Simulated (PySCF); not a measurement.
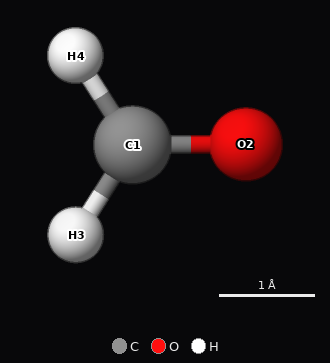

Figure 1. The input geometry of run A (ball-and-stick view, seen on its broad side; atoms are numbered from 1 in the order of the input).

# Two runs on CH2O

System: CH2O, SMILES C=O.
Method of run A: TDDFT B3LYP/def2-SVPD, vertical, gas phase, core orbitals frozen in the response (PySCF 2.14.0).

The geometry comes from this level: PBE0-D3(BJ)/def2-SVP. Text and figures count atoms from 1; the logs count them from 0 in places.

## Input, run A
```
{"job": {"kind": "uv", "xc": "B3LYP", "basis": "def2-SVPD", "ip": true}, "charge": 0, "multiplicity": 1}
C      0.022736    -0.022651    -0.007537
O      1.214490    -0.121810    -0.029356
H     -0.638645    -0.556559    -0.736910
H     -0.515291     0.610571     0.743340
```

The first line tells a small driver script what to run in PySCF; the rest is the geometry in Å.

Launched with:
```bash
OMP_NUM_THREADS=1 python <driver script> task.json out
```

Hardware: 1 CPU thread, shared host.

## Output (run A)
```
coarse grid: 3416 points
cycle   1  E = -114.2963681028  dE =  2.054e-01  |g| = 7.102e-01  |ddm| = 2.188e+00
cycle   2  E = -113.7929922489  dE =  5.034e-01  |g| = 1.713e+00  |ddm| = 1.489e+00
cycle   3  E = -114.4008142319  dE = -6.078e-01  |g| = 3.180e-02  |ddm| = 1.094e+00
cycle   4  E = -114.4009639230  dE = -1.497e-04  |g| = 2.195e-02  |ddm| = 5.876e-02
cycle   5  E = -114.4010753725  dE = -1.114e-04  |g| = 5.858e-03  |ddm| = 2.149e-02
cycle   6  E = -114.4010827922  dE = -7.420e-06  |g| = 1.250e-03  |ddm| = 5.201e-03
final grid: 33160 points
cycle   7  E = -114.4266457517  dE = -2.343e-06  |g| = 5.202e-03  |ddm| = 1.816e-02
cycle   8  E = -114.4266256645  dE =  2.009e-05  |g| = 1.146e-02  |ddm| = 1.001e-02
cycle   9  E = -114.4266509282  dE = -2.526e-05  |g| = 4.521e-04  |ddm| = 6.875e-03
cycle  10  E = -114.4266509792  dE = -5.106e-08  |g| = 3.702e-05  |ddm| = 4.535e-04
cycle  11  E = -114.4266509796  dE = -3.959e-10  |g| = 1.238e-05  |ddm| = 5.990e-05
converged SCF energy = -114.4266509796

Static polarisability (au): isotropic 17.718, principal 12.804 18.049 22.300

Singlet excitations
state   eV       nm        f      main configurations
  1   4.0171    308.6   0.00000   H->L 1.00
  2   7.1352    173.8   0.03763   H->L+1 0.99
  3   8.6641    143.1   0.04920   H->L+3 0.98
  4   8.7320    142.0   0.09399   H->L+2 0.99
  5   9.1422    135.6   0.00039   H-2->L 0.99
  6   9.3903    132.0   0.00000   H->L+4 1.00
  7   9.5872    129.3   0.10011   H-1->L 0.77, H->L+7 0.19
  8   9.9902    124.1   0.04117   H->L+5 0.96
  9  10.0777    123.0   0.00000   H-3->L 0.99
 10  10.6671    116.2   0.02249   H->L+6 0.97

Triplet excitations (Tamm-Dancoff, eV): 3.3588 6.0423 6.8880 8.0243
Vertical ionisation energy (delta-SCF) = 10.9435 eV
Vertical electron affinity (delta-SCF) = -1.1496 eV
```

For run B the input was changed thus:
```diff
-"xc": "B3LYP"
+"xc": "wB97X-D"
```

How does run B compare with run A?

The total energies belong to different methods, so their difference says nothing on which is more stable or more accurate. The HOMO goes from −7.69 to −9.84 eV. The LUMO goes from −1.70 to 0.60 eV. The dipole moment goes from 2.39 to 2.46 D. The lowest excitation goes from 4.02 to 4.07 eV. The strongest computed line goes from 9.59 to 9.25 eV. The functional changes from B3LYP to wB97X-D. The SCF takes 13 iterations against 11.

## Output (run B)
```
coarse grid: 3416 points
cycle   1  E = -114.2459222442  dE =  1.890e-01  |g| = 7.385e-01  |ddm| = 2.058e+00
cycle   2  E = -114.0832886586  dE =  1.626e-01  |g| = 1.224e+00  |ddm| = 1.217e+00
cycle   3  E = -114.3627089792  dE = -2.794e-01  |g| = 3.344e-02  |ddm| = 7.702e-01
cycle   4  E = -114.3629615156  dE = -2.525e-04  |g| = 1.339e-02  |ddm| = 4.721e-02
cycle   5  E = -114.3630022802  dE = -4.076e-05  |g| = 4.075e-03  |ddm| = 1.578e-02
cycle   6  E = -114.3630069756  dE = -4.695e-06  |g| = 9.284e-04  |ddm| = 5.804e-03
final grid: 33160 points
cycle   7  E = -114.3851868492  dE = -2.967e-05  |g| = 2.270e-03  |ddm| = 3.013e-02
cycle   8  E = -114.3851874678  dE = -6.186e-07  |g| = 2.301e-03  |ddm| = 7.331e-03
cycle   9  E = -114.3851884538  dE = -9.860e-07  |g| = 6.153e-04  |ddm| = 1.665e-03
cycle  10  E = -114.3851885493  dE = -9.544e-08  |g| = 1.341e-04  |ddm| = 7.922e-04
cycle  11  E = -114.3851885560  dE = -6.761e-09  |g| = 3.726e-05  |ddm| = 2.172e-04
cycle  12  E = -114.3851885570  dE = -1.004e-09  |g| = 6.770e-06  |ddm| = 9.130e-05
cycle  13  E = -114.3851885571  dE = -9.439e-11  |g| = 3.128e-06  |ddm| = 2.287e-05
converged SCF energy = -114.3851885571

Static polarisability (au): isotropic 17.442, principal 12.779 17.627 21.918

Singlet excitations
state   eV       nm        f      main configurations
  1   4.0710    304.6   0.00000   H->L 0.99
  2   7.6976    161.1   0.03409   H->L+1 0.97
  3   9.1887    134.9   0.06995   H->L+3 0.92
  4   9.2535    134.0   0.11376   H->L+2 0.99
  5   9.3116    133.2   0.00021   H-2->L 0.99
  6   9.7780    126.8   0.10776   H-1->L 0.83, H->L+7 0.12
  7   9.8137    126.3   0.00000   H->L+4 0.99
  8  10.2686    120.7   0.00000   H-3->L 0.99
  9  10.4896    118.2   0.03584   H->L+5 0.91
 10  11.1241    111.5   0.02911   H->L+6 0.98

Triplet excitations (Tamm-Dancoff, eV): 3.4648 6.1639 7.5222 8.2538
Vertical ionisation energy (delta-SCF) = 10.9068 eV
```

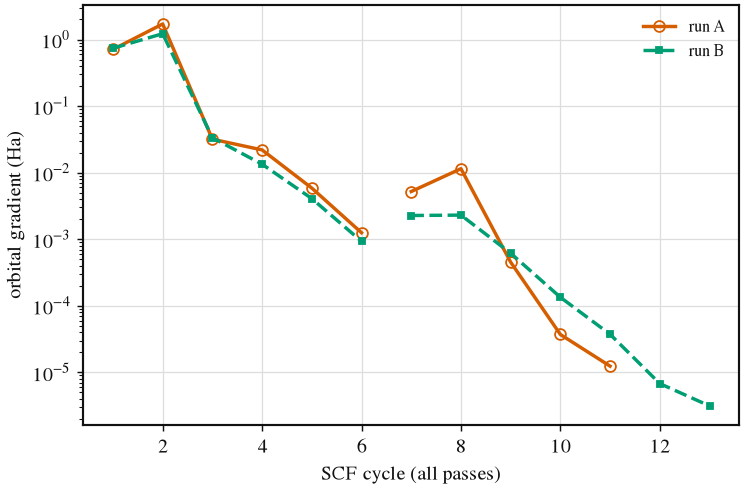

Figure 2. Convergence of the two runs: orbital gradient against the SCF cycle. A break in a curve parts two SCF passes (coarse and final grid). Run A takes 11 cycles in all, and run B takes 13.

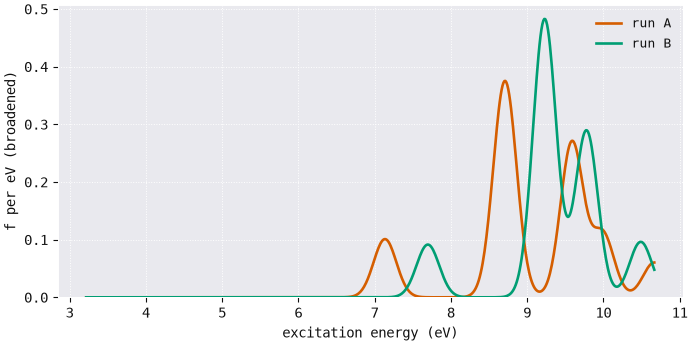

Figure 3. Absorption of the two runs from their computed states, each broadened by a Gaussian of 0.35 eV full width; the range ends where the shorter list of states ends.

## The two runs side by side

| quantity | run A | run B |
| --- | --- | --- |
| outcome | converged | converged |
| total energy (hartree) | −114.426651 | −114.385189 |
| HOMO (eV) | −7.69 | −9.84 |
| LUMO (eV) | −1.70 | 0.60 |
| dipole moment (D) | 2.39 | 2.46 |
| lowest excitation (eV) | 4.02 | 4.07 |
| SCF iterations | 11 | 13 |
| strongest computed line (eV) | 9.59 | 9.25 |
| basis functions | 59 | 59 |
| wall time (shared host) | 5.5 s | 3.7 s |
